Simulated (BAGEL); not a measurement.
**C2H6BN (SMILES [BH3-]C#[N+]C) at HF/3-21G (density fitting with qzvpp-jkfit)**

What is the vertical ionisation energy of C2H6BN at HF/3-21G (density fitting with qzvpp-jkfit)? 

The results are computed with BAGEL 1.2.2.

1 further run of the same task is left out (set aside as unsound or not needed). Runs told in other sessions of the task aren't counted.

### 1 The molecule

C2H6BN has 10 atoms, charge 0, and is taken as a singlet. As SMILES, `[BH3-]C#[N+]C`. The shape is that of a GFN2-xTB optimisation.

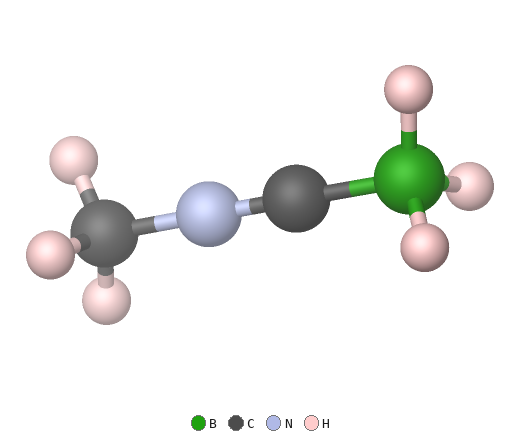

Viewed from a chosen angle; boron green, carbon dark grey, nitrogen light blue, hydrogen pink.

### 2 A single-point energy at HF/3-21G (density fitting with qzvpp-jkfit)

The input, input.json:

```json
{ "bagel": [

{
  "title": "molecule",
  "basis": "3-21g",
  "df_basis": "qzvpp-jkfit",
  "angstrom": "true",
  "geometry": [
    { "atom": "B", "xyz": [   -1.072780,    1.180800,   -1.293730 ] },
    { "atom": "C", "xyz": [   -0.283340,    0.320470,   -0.341760 ] },
    { "atom": "N", "xyz": [    0.327180,   -0.349360,    0.391650 ] },
    { "atom": "C", "xyz": [    1.050220,   -1.156210,    1.266500 ] },
    { "atom": "H", "xyz": [   -1.682220,    0.427900,   -1.989340 ] },
    { "atom": "H", "xyz": [   -1.785570,    1.858750,   -0.619240 ] },
    { "atom": "H", "xyz": [   -0.275000,    1.823690,   -1.904190 ] },
    { "atom": "H", "xyz": [    1.455470,   -2.013380,    0.724350 ] },
    { "atom": "H", "xyz": [    1.871370,   -0.582090,    1.700840 ] },
    { "atom": "H", "xyz": [    0.394670,   -1.510580,    2.064920 ] }
  ]
},
{
  "title": "hf"
},
{
  "title": "print",
  "file": "orbitals.molden",
  "orbitals": "true"
}

]}
```

Launch:

```sh
BAGEL_NUM_THREADS=1 BAGEL input.json > input.out
```

Standard output:

```text
* using 1 threads per process

  ===============================================================
  ===============================================================

  *** Geometry ***

  { "atom" : "B", "xyz" : [     -2.027260,      2.231389,     -2.444795 ] },
  { "atom" : "C", "xyz" : [     -0.535435,      0.605601,     -0.645833 ] },
  { "atom" : "N", "xyz" : [      0.618281,     -0.660195,      0.740111 ] },
  { "atom" : "C", "xyz" : [      1.984628,     -2.184920,      2.393338 ] },
  { "atom" : "H", "xyz" : [     -3.178935,      0.808614,     -3.759308 ] },
  { "atom" : "H", "xyz" : [     -3.374238,      3.512528,     -1.170194 ] },
  { "atom" : "H", "xyz" : [     -0.519675,      3.446275,     -3.598398 ] },
  { "atom" : "H", "xyz" : [      2.750440,     -3.804737,      1.368823 ] },
  { "atom" : "H", "xyz" : [      3.536377,     -1.099991,      3.214122 ] },
  { "atom" : "H", "xyz" : [      0.745818,     -2.854582,      3.902133 ] },

  Number of auxiliary basis functions:      410

  Since a DF basis is specified, we compute 2- and 3-index integrals:
    o Being stored without compression. Storage requirement is 0.008 GB

  Number of basis functions:       48
  Number of electrons      :       30

    * METHOD: MOLECULE                             0.12

  *** RHF ***

  === Nuclear Repulsion ===
   102.0822741463

      * DIIS with orbital gradients will be used.

  === RHF iteration (3-21g) ===
      0       -157.37443821          0.01596010           0.02
      1       -157.42696492          0.00534852           0.02
      2       -157.43111027          0.00326907           0.02
      3       -157.43273831          0.00045410           0.02
      4       -157.43278915          0.00008309           0.02
      5       -157.43279228          0.00001602           0.02
      6       -157.43279237          0.00000507           0.02
      7       -157.43279237          0.00000115           0.02
      8       -157.43279238          0.00000020           0.02
      9       -157.43279238          0.00000014           0.02
     10       -157.43279237          0.00000003           0.02
     11       -157.43279238          0.00000001           0.02
     12       -157.43279238          0.00000000           0.02
    * SCF iteration converged.

    * Permanent dipole moment:
           (   -1.403699,     1.544742,    -1.694720) a.u.

    * METHOD: HF                                   0.38

    * METHOD: PRINT                                0.00

  ===============================================================
```

Run time: 0.66 s. Hardware: 1 thread of Arm Neoverse V2, shared host; peak memory 0.083 GiB.

### 3 The doublet cation, same level

The input, hf.json:

```json
{ "bagel": [

{
  "title": "molecule",
  "basis": "3-21g",
  "df_basis": "qzvpp-jkfit",
  "angstrom": true,
  "geometry": [
    { "atom": "B", "xyz": [   -1.072780,    1.180800,   -1.293730 ] },
    { "atom": "C", "xyz": [   -0.283340,    0.320470,   -0.341760 ] },
    { "atom": "N", "xyz": [    0.327180,   -0.349360,    0.391650 ] },
    { "atom": "C", "xyz": [    1.050220,   -1.156210,    1.266500 ] },
    { "atom": "H", "xyz": [   -1.682220,    0.427900,   -1.989340 ] },
    { "atom": "H", "xyz": [   -1.785570,    1.858750,   -0.619240 ] },
    { "atom": "H", "xyz": [   -0.275000,    1.823690,   -1.904190 ] },
    { "atom": "H", "xyz": [    1.455470,   -2.013380,    0.724350 ] },
    { "atom": "H", "xyz": [    1.871370,   -0.582090,    1.700840 ] },
    { "atom": "H", "xyz": [    0.394670,   -1.510580,    2.064920 ] }
  ]
},
{ "title": "uhf", "charge": 1, "nopen": 1 },
{ "title": "print", "file": "orbitals.molden", "orbitals": true }

]}
```

Launch:

```sh
BAGEL_NUM_THREADS=1 BAGEL hf.json > hf.out
```

Standard output:

```text
* using 1 threads per process

  ===============================================================
  ===============================================================

  *** Geometry ***

  { "atom" : "B", "xyz" : [     -2.027260,      2.231389,     -2.444795 ] },
  { "atom" : "C", "xyz" : [     -0.535435,      0.605601,     -0.645833 ] },
  { "atom" : "N", "xyz" : [      0.618281,     -0.660195,      0.740111 ] },
  { "atom" : "C", "xyz" : [      1.984628,     -2.184920,      2.393338 ] },
  { "atom" : "H", "xyz" : [     -3.178935,      0.808614,     -3.759308 ] },
  { "atom" : "H", "xyz" : [     -3.374238,      3.512528,     -1.170194 ] },
  { "atom" : "H", "xyz" : [     -0.519675,      3.446275,     -3.598398 ] },
  { "atom" : "H", "xyz" : [      2.750440,     -3.804737,      1.368823 ] },
  { "atom" : "H", "xyz" : [      3.536377,     -1.099991,      3.214122 ] },
  { "atom" : "H", "xyz" : [      0.745818,     -2.854582,      3.902133 ] },

  Number of auxiliary basis functions:      410

  Since a DF basis is specified, we compute 2- and 3-index integrals:
    o Being stored without compression. Storage requirement is 0.008 GB

  Number of basis functions:       48
  Number of electrons      :       30

    * METHOD: MOLECULE                             0.12

  *** Open-shell HF ***

  === Nuclear Repulsion ===
   102.0822741463

      * DIIS with orbital gradients will be used.

  === UHF iteration (3-21g) ===
      0       -156.95615909          0.03027687           0.04
      1       -157.03540483          0.01110656           0.04
      2       -157.05272486          0.00486021           0.04
      3       -157.06019744          0.00363355           0.04
      4       -157.06479877          0.00222716           0.04
      5       -157.06689241          0.00127229           0.04
      6       -157.06750095          0.00051934           0.04
      7       -157.06763083          0.00036239           0.04
      8       -157.06776545          0.00025875           0.04
      9       -157.06780700          0.00023931           0.04
     10       -157.06785350          0.00023304           0.04
     11       -157.06789675          0.00023059           0.04
     12       -157.06793300          0.00022882           0.04
     13       -157.06798997          0.00022606           0.04
     14       -157.06812328          0.00021405           0.04
     15       -157.06835227          0.00017043           0.04
     16       -157.06838455          0.00016936           0.04
     17       -157.06849379          0.00015123           0.04
     18       -157.06843076          0.00024170           0.04
     19       -157.06852045          0.00009820           0.04
     20       -157.06855252          0.00005551           0.05
     21       -157.06856329          0.00004392           0.04
     22       -157.06856789          0.00002773           0.04
     23       -157.06856963          0.00001626           0.04
     24       -157.06856956          0.00001322           0.04
     25       -157.06856975          0.00001008           0.04
     26       -157.06857018          0.00000804           0.04
     27       -157.06857068          0.00000497           0.05
     28       -157.06857090          0.00000310           0.04
     29       -157.06857094          0.00000181           0.05
     30       -157.06857094          0.00000130           0.04
     31       -157.06857094          0.00000080           0.04
     32       -157.06857095          0.00000039           0.04
     33       -157.06857095          0.00000031           0.04
     34       -157.06857095          0.00000026           0.04
     35       -157.06857095          0.00000021           0.04
     36       -157.06857095          0.00000020           0.04
     37       -157.06857096          0.00000015           0.04
     38       -157.06857096          0.00000012           0.04
     39       -157.06857096          0.00000011           0.04
     40       -157.06857096          0.00000009           0.05
     41       -157.06857096          0.00000008           0.04
     42       -157.06857096          0.00000007           0.04
     43       -157.06857096          0.00000006           0.04
     44       -157.06857096          0.00000005           0.04
     45       -157.06857096          0.00000004           0.04
     46       -157.06857096          0.00000004           0.04
     47       -157.06857096          0.00000004           0.04
     48       -157.06857096          0.00000003           0.04
     49       -157.06857096          0.00000003           0.04
     50       -157.06857096          0.00000003           0.04
     51       -157.06857096          0.00000002           0.04
     52       -157.06857096          0.00000002           0.04
     53       -157.06857096          0.00000002           0.04
     54       -157.06857096          0.00000001           0.04
     55       -157.06857096          0.00000001           0.04
     56       -157.06857096          0.00000001           0.04
    * SCF iteration converged.

    * S^2 (UHF) is 0.8625

    * Permanent dipole moment:
           (    0.324509,    -0.294706,    -0.251017) a.u.

    * METHOD: UHF                                  2.60

    * METHOD: PRINT                                0.00

  ===============================================================
```

Wall time 2.9 s (1 thread of Arm Neoverse V2, shared host); peak memory 0.083 GiB.

### 4 Results

Level: HF/3-21G (density fitting with qzvpp-jkfit).

| quantity | value |
| --- | --- |
| singlet C2H6BN: total energy | -157.43279 Eh |
| singlet C2H6BN: dipole moment | 6.83 D |
| singlet C2H6BN: HOMO energy | -11.17 eV |
| singlet C2H6BN: LUMO energy | 4.17 eV |
| singlet C2H6BN: HOMO–LUMO gap | 15.34 eV |
| doublet cation: total energy | -157.06857 Eh |
| doublet cation: ⟨S²⟩ | 0.863 |
| vertical ionisation energy (to the doublet cation) | 9.911 eV |

What this shows: Removing an electron at fixed nuclei costs 9.91 eV (229 kcal/mol). The negative HOMO energy of the first species, 11.17 eV, lies 1.26 eV above that difference. ⟨S²⟩ (doublet cation) is 0.86 where a pure doublet has 0.75: the reference is spin-contaminated.
